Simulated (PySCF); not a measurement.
# Br⁺: dipole response in def2-TZVPPD

Aim: the static polarisability and the C₆ coefficient of Br⁺, method by method.

Program: PySCF 2.14.0. Level of theory: unrestricted determinants in a Gaussian basis, no spin-orbit coupling in the energies. These are calculated values, not measurements, unless marked.

### Step 1. Starting point

| Quantity | Value |
| --- | --- |
| Element | bromine (Z = 35) |
| Basis | def2-TZVPPD (7s6p5d1f, 57 functions) |
| Hamiltonian | the non-relativistic Hamiltonian (point nucleus) |
| State 1 | Br⁺: [Ar] 3d10 4s2 4p4, high-spin 3P determinant |
| Methods | UHF, PBE, PBE0, B97-3, wB97M-V |

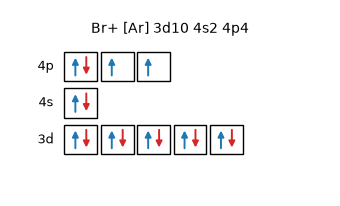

Occupation of the outer shells (arrows by Hund's rule).

One driver process ran all states and methods and kept the integrals in memory. Each run is shown as a PySCF script that sums up its settings (the driver passes frozen orbitals as a list and adds second-order terms of double hybrids); the logs are those of the runs themselves. The driver starts from symmetry-adapted Hartree-Fock orbitals, holds the occupation by maximum overlap and uses a logarithmic radial grid for functionals, so a plain start would take other cycles.

The integrals over 57 functions and the set-up took 0.25 s of CPU time.

### Step 2. Br⁺, method by method

UHF:

input.py

```python
from pyscf import gto, scf, dft, mp, cc
import basis_set_exchange as bse
mol = gto.M(atom="Br 0 0 0", charge=1, spin=2, symmetry="D2h",
            basis=gto.basis.parse(bse.get_basis("def2-TZVPPD", elements=["Br"], fmt="nwchem")))
mf = scf.UHF(mol)
mf.irrep_nelec = {'Ag': (6, 6), 'B1g': (1, 1), 'B2g': (1, 1), 'B3g': (1, 1), 'B1u': (3, 2), 'B2u': (3, 3), 'B3u': (3, 2)}
mf.kernel()
```

Output:

```text
damping factor = 0
level_shift factor = 0
DIIS = <class 'pyscf.scf.diis.CDIIS'>
diis_start_cycle = 1
diis_space = 10
diis_damp = 0
SCF conv_tol = 1e-09
SCF conv_tol_grad = None
number electrons alpha = 18  beta = 16
cycle= 1 E= -2572.00227422287  delta_E= -0.0056  |g|= 0.0302  |ddm|= 0.059
cycle= 2 E= -2572.00293773271  delta_E= -0.000664  |g|= 0.0112  |ddm|= 0.0209
cycle= 3 E= -2572.00304699532  delta_E= -0.000109  |g|= 0.000755  |ddm|= 0.0131
cycle= 4 E= -2572.00304764261  delta_E= -6.47e-07  |g|= 0.000257  |ddm|= 0.00147
cycle= 5 E= -2572.00304768974  delta_E= -4.71e-08  |g|= 7.79e-05  |ddm|= 0.000387
cycle= 6 E= -2572.00304769572  delta_E= -5.98e-09  |g|= 1.03e-05  |ddm|= 0.000191
cycle= 7 E= -2572.00304769582  delta_E= -1.03e-10  |g|= 1.47e-06  |ddm|= 2.91e-05
converged SCF energy = -2572.00304769582  <S^2> = 2.009243  2S+1 = 3.0061557
```

It used 2.5 s of CPU time after the integrals (shared host).

The occupied shells:

```csv
shell,electrons,mean orbital energy (eV),spread (eV),rms radius (bohr)
1s α,1,-13346.5,0,0.0505
1s β,1,-13346.3,0,0.0505
2s α,1,-1785.4,0,0.210
2s β,1,-1785.3,0,0.210
2p α,3,-1604.6,0.232,0.185
2p β,3,-1604.4,0.084,0.185
3s α,1,-279.99,0,0.598
3s β,1,-279.50,0,0.598
3p α,3,-214.91,0.714,0.612
3p β,3,-214.25,0.101,0.612
3d α,5,-98.877,0.663,0.647
3d β,5,-98.541,0.351,0.647
4s α,1,-39.738,0,1.81
4s β,1,-33.645,0,1.81
4p α,3,-23.537,1.979,2.12
4p β,1,-21.095,0,2.12
```

⟨S²⟩ = 2.009, ⟨L²⟩ = 2.03.

The driver then solved the coupled dipole response at imaginary frequencies: mean α = 12.40 bohr³ (xx, yy, zz: 12.17, 12.85, 12.17), C₆ = 76.22 au for a like pair.

PBE:

input.py, as changed from the run before:

```diff
@@ -4,3 +4,3 @@
             basis=gto.basis.parse(bse.get_basis("def2-TZVPPD", elements=["Br"], fmt="nwchem")))
-mf = scf.UHF(mol)
+mf = dft.UKS(mol, xc="PBE")
 mf.irrep_nelec = {'Ag': (6, 6), 'B1g': (1, 1), 'B2g': (1, 1), 'B3g': (1, 1), 'B1u': (3, 2), 'B2u': (3, 3), 'B3u': (3, 2)}
```

Output:

```text
damping factor = 0
level_shift factor = 0
DIIS = <class 'pyscf.scf.diis.CDIIS'>
diis_start_cycle = 1
diis_space = 10
diis_damp = 0
SCF conv_tol = 1e-09
SCF conv_tol_grad = None
number electrons alpha = 18  beta = 16
XC functionals = PBE
    J. P. Perdew, K. Burke, and M. Ernzerhof.,  Phys. Rev. Lett. 77, 3865 (1996)
    J. P. Perdew, K. Burke, and M. Ernzerhof.,  Phys. Rev. Lett. 78, 1396 (1997)
    J. P. Perdew, K. Burke, and M. Ernzerhof.,  Phys. Rev. Lett. 77, 3865 (1996)
    J. P. Perdew, K. Burke, and M. Ernzerhof.,  Phys. Rev. Lett. 78, 1396 (1997)
cycle= 1 E= -2573.28510425609  delta_E= -0.0118  |g|= 0.123  |ddm|= 0.169
cycle= 2 E= -2573.28567746682  delta_E= -0.000573  |g|= 0.0957  |ddm|= 0.074
cycle= 3 E= -2573.28664555776  delta_E= -0.000968  |g|= 0.00466  |ddm|= 0.0378
cycle= 4 E= -2573.28665216044  delta_E= -6.6e-06  |g|= 0.000298  |ddm|= 0.00555
cycle= 5 E= -2573.28665220303  delta_E= -4.26e-08  |g|= 3.26e-05  |ddm|= 0.000421
cycle= 6 E= -2573.28665220359  delta_E= -5.59e-10  |g|= 1.01e-06  |ddm|= 3.76e-05
converged SCF energy = -2573.28665220359  <S^2> = 2.0023651  2S+1 = 3.0015763
```

It used 5 s of CPU time after the integrals (shared host).

The driver then solved the coupled dipole response at imaginary frequencies: mean α = 12.79 bohr³ (xx, yy, zz: 12.42, 13.53, 12.42), C₆ = 78.85 au for a like pair.

PBE0:

input.py, as changed from the run before:

```diff
@@ -4,3 +4,3 @@
             basis=gto.basis.parse(bse.get_basis("def2-TZVPPD", elements=["Br"], fmt="nwchem")))
-mf = dft.UKS(mol, xc="PBE")
+mf = dft.UKS(mol, xc="PBE0")
 mf.irrep_nelec = {'Ag': (6, 6), 'B1g': (1, 1), 'B2g': (1, 1), 'B3g': (1, 1), 'B1u': (3, 2), 'B2u': (3, 3), 'B3u': (3, 2)}
```

Output:

```text
damping factor = 0
level_shift factor = 0
DIIS = <class 'pyscf.scf.diis.CDIIS'>
diis_start_cycle = 1
diis_space = 10
diis_damp = 0
SCF conv_tol = 1e-09
SCF conv_tol_grad = None
number electrons alpha = 18  beta = 16
XC functionals = PBE0
    C. Adamo and V. Barone.,  J. Chem. Phys. 110, 6158 (1999)
    M. Ernzerhof and G. E. Scuseria.,  J. Chem. Phys. 110, 5029 (1999)
cycle= 1 E= -2573.37676578871  delta_E= -0.00839  |g|= 0.0716  |ddm|= 0.126
cycle= 2 E= -2573.37710254063  delta_E= -0.000337  |g|= 0.0469  |ddm|= 0.0442
cycle= 3 E= -2573.37733589115  delta_E= -0.000233  |g|= 0.00256  |ddm|= 0.0186
cycle= 4 E= -2573.37733788433  delta_E= -1.99e-06  |g|= 0.000503  |ddm|= 0.00273
cycle= 5 E= -2573.3773379763  delta_E= -9.2e-08  |g|= 1.47e-05  |ddm|= 0.00055
cycle= 6 E= -2573.37733797647  delta_E= -1.64e-10  |g|= 2.08e-06  |ddm|= 2.74e-05
converged SCF energy = -2573.37733797647  <S^2> = 2.0033535  2S+1 = 3.0022349
```

It used 8 s of CPU time after the integrals (shared host).

The driver then solved the coupled dipole response at imaginary frequencies: mean α = 12.56 bohr³ (xx, yy, zz: 12.24, 13.18, 12.24), C₆ = 77.16 au for a like pair.

B97-3:

input.py, as changed from the run before:

```diff
@@ -4,3 +4,3 @@
             basis=gto.basis.parse(bse.get_basis("def2-TZVPPD", elements=["Br"], fmt="nwchem")))
-mf = dft.UKS(mol, xc="PBE0")
+mf = dft.UKS(mol, xc="HYB_GGA_XC_B97_3")
 mf.irrep_nelec = {'Ag': (6, 6), 'B1g': (1, 1), 'B2g': (1, 1), 'B3g': (1, 1), 'B1u': (3, 2), 'B2u': (3, 3), 'B3u': (3, 2)}
```

Output:

```text
damping factor = 0
level_shift factor = 0
DIIS = <class 'pyscf.scf.diis.CDIIS'>
diis_start_cycle = 1
diis_space = 10
diis_damp = 0
SCF conv_tol = 1e-09
SCF conv_tol_grad = None
number electrons alpha = 18  beta = 16
XC functionals = HYB_GGA_XC_B97_3
    T. W. Keal and D. J. Tozer.,  J. Chem. Phys. 123, 121103 (2005)
cycle= 1 E= -2573.45456275564  delta_E= -0.0071  |g|= 0.0576  |ddm|= 0.112
cycle= 2 E= -2573.45479149398  delta_E= -0.000229  |g|= 0.0369  |ddm|= 0.0351
cycle= 3 E= -2573.45493664644  delta_E= -0.000145  |g|= 0.00212  |ddm|= 0.0149
cycle= 4 E= -2573.4549379237  delta_E= -1.28e-06  |g|= 0.000401  |ddm|= 0.00207
cycle= 5 E= -2573.4549379755  delta_E= -5.18e-08  |g|= 1.15e-05  |ddm|= 0.000448
cycle= 6 E= -2573.45493797557  delta_E= -7.28e-11  |g|= 1.26e-06  |ddm|= 1.86e-05
converged SCF energy = -2573.45493797557  <S^2> = 2.0031917  2S+1 = 3.002127
```

It used 8 s of CPU time after the integrals (shared host).

The driver then solved the coupled dipole response at imaginary frequencies: mean α = 12.48 bohr³ (xx, yy, zz: 12.17, 13.10, 12.17), C₆ = 76.61 au for a like pair.

wB97M-V:

input.py, as changed from the run before:

```diff
@@ -4,3 +4,3 @@
             basis=gto.basis.parse(bse.get_basis("def2-TZVPPD", elements=["Br"], fmt="nwchem")))
-mf = dft.UKS(mol, xc="HYB_GGA_XC_B97_3")
+mf = dft.UKS(mol, xc="WB97M_V")
 mf.irrep_nelec = {'Ag': (6, 6), 'B1g': (1, 1), 'B2g': (1, 1), 'B3g': (1, 1), 'B1u': (3, 2), 'B2u': (3, 3), 'B3u': (3, 2)}
```

Output:

```text
damping factor = 0
level_shift factor = 0
DIIS = <class 'pyscf.scf.diis.CDIIS'>
diis_start_cycle = 1
diis_space = 10
diis_damp = 0
SCF conv_tol = 1e-09
SCF conv_tol_grad = None
number electrons alpha = 18  beta = 16
XC functionals = WB97M_V
    N. Mardirossian and M. Head-Gordon.,  J. Chem. Phys. 144, 214110 (2016)
NLC functional = WB97M_V
cycle= 1 E= -2573.53431001244  delta_E= -0.00713  |g|= 0.0647  |ddm|= 0.112
cycle= 2 E= -2573.53463830658  delta_E= -0.000328  |g|= 0.039  |ddm|= 0.0446
cycle= 3 E= -2573.5348030405  delta_E= -0.000165  |g|= 0.00227  |ddm|= 0.0149
cycle= 4 E= -2573.53480542726  delta_E= -2.39e-06  |g|= 0.000328  |ddm|= 0.00226
cycle= 5 E= -2573.53480546786  delta_E= -4.06e-08  |g|= 2.55e-05  |ddm|= 0.000286
cycle= 6 E= -2573.53480546831  delta_E= -4.54e-10  |g|= 3.43e-06  |ddm|= 4.18e-05
converged SCF energy = -2573.53480546831  <S^2> = 2.0024631  2S+1 = 3.0016416
```

CPU time 25 s on a shared host, the integrals not counted.

The driver then solved the coupled dipole response at imaginary frequencies: mean α = 12.68 bohr³ (xx, yy, zz: 12.37, 13.30, 12.37), C₆ = 77.48 au for a like pair.

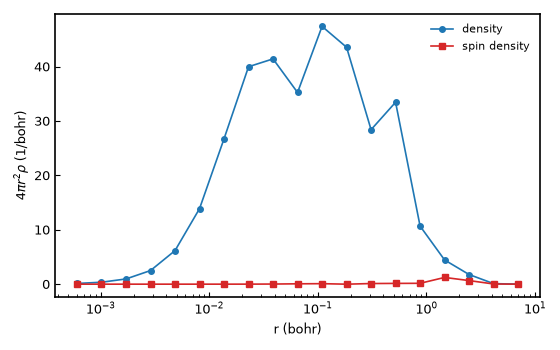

Radial density 4πr²ρ of Br⁺ at UHF, at 19 stored radii joined by straight lines.

### Step 3. The response side by side

Br⁺, in atomic units:

```
 method  mean α  C₆ (like pair)  S(−4)
    UHF   12.40           76.22  31.77
    PBE   12.79           78.85  35.36
   PBE0   12.56           77.16  33.32
  B97-3   12.48           76.61  32.68
wB97M-V   12.68           77.48  35.04
```

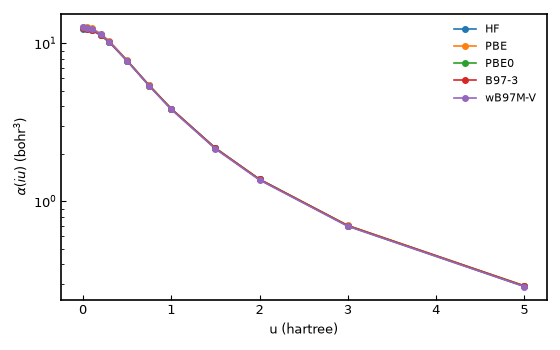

α(iu) of Br⁺, the polarisability at imaginary frequency, on a logarithmic scale.

### Step 4. What came out

| quantity | value |
| --- | --- |
| α of Br⁺ | 12.40 (UHF) to 12.79 (PBE) bohr³ |

In words: A single London oscillator with the computed α and C₆ of Br⁺ at UHF would have ω = 4 C₆ / (3 α²) = 0.661 hartree. The basis is finite, and no extrapolation was made.
